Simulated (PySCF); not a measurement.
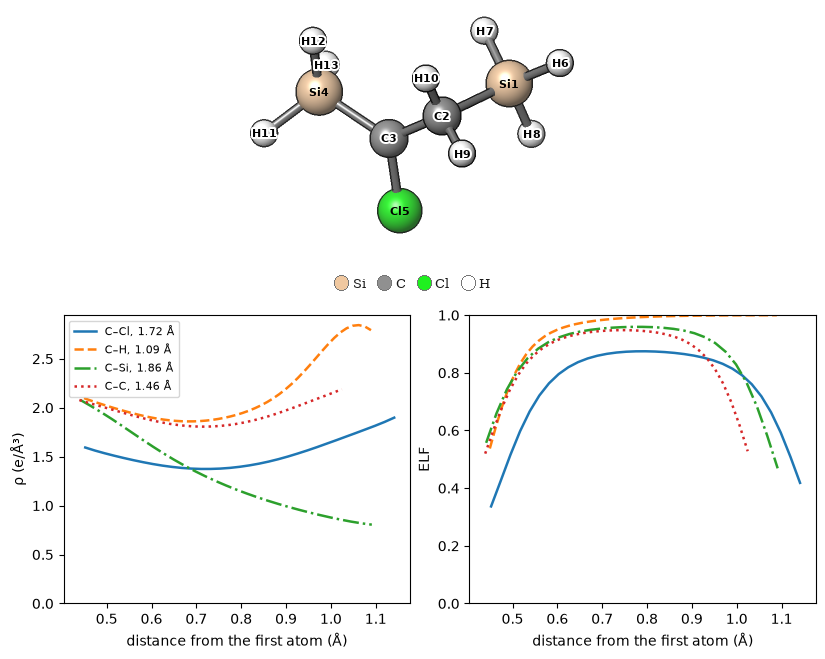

The picture shows: C$_{2}$H$_{8}$ClSi$_{2}$ (doublet). Electron density and electron localisation function along straight lines between neighbouring atoms. The curves leave out the atomic cores. The structure is drawn too.

Geometry: GFN2-xTB.

Level of theory: UKS B3LYP, pcH-1 on C Cl H Si, non-relativistic, mean-field spin-orbit, GIAO (PySCF).

```yaml
atoms:
  - { symbol: Si, position_ang: [1.8263, -0.1905, 0.8047] }
  - { symbol: C, position_ang: [0.5337, -0.8160, -0.4904] }
  - { symbol: C, position_ang: [-0.4331, 0.2246, -0.8427] }
  - { symbol: Si, position_ang: [-2.0708, 0.5325, -0.0221] }
  - { symbol: Cl, position_ang: [0.1471, 1.4311, -1.9266] }
  - { symbol: H, position_ang: [2.7473, -1.2957, 1.0739] }
  - { symbol: H, position_ang: [1.1009, 0.1943, 2.0135] }
  - { symbol: H, position_ang: [2.5472, 0.9447, 0.2350] }
  - { symbol: H, position_ang: [1.0941, -1.1538, -1.3646] }
  - { symbol: H, position_ang: [0.0041, -1.6688, -0.0670] }
  - { symbol: H, position_ang: [-3.0264, 0.9683, -1.0418] }
  - { symbol: H, position_ang: [-2.4708, -0.7372, 0.5886] }
  - { symbol: H, position_ang: [-2.0040, 1.5670, 1.0217] }
```

### What can be read from the curves?

C–Cl (1.72 Å): ρ is about 1.4 e/Å³ halfway; the ELF peaks at about 0.85 between the atoms, as expected for a covalent bond.
C–H (1.09 Å): the density is about 2 e/Å³ at the midpoint; the ELF climbs to about 1 towards the hydrogen, as it does in any bond to H (a covalent bond by its length).
C–Si (1.86 Å): ρ at the midpoint is about 0.96 e/Å³; the ELF peaks at about 0.95 between the atoms (a covalent bond).
C–C (1.46 Å): ρ is about 1.8 e/Å³ halfway; the ELF peaks at about 0.95 between the atoms; localised, covalent bonding.
